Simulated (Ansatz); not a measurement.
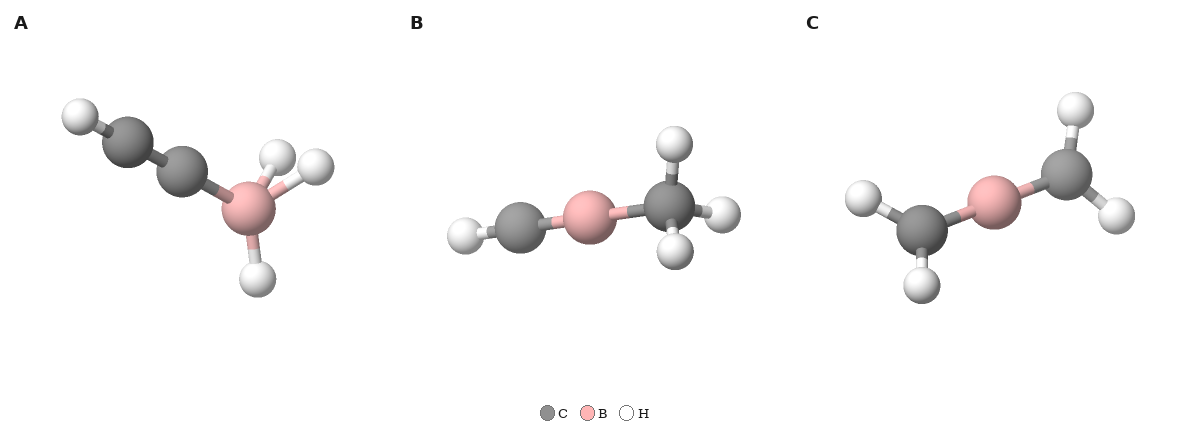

3 stationary structures of one formula. Charge 0, doublet. Geometries: PBE0-D4/def2-TZVP. Electronic energies: PBE-D4/def2-TZVPP (Ansatz 0.2.0), without zero-point energy. No frequency run is at hand to confirm each as a minimum. Each is one conformer, not always the lowest.

**Which is lowest in energy, and by how much?**

C is lowest; B lies 0.551 eV above it, A lies 1.478 eV above it (Cs).
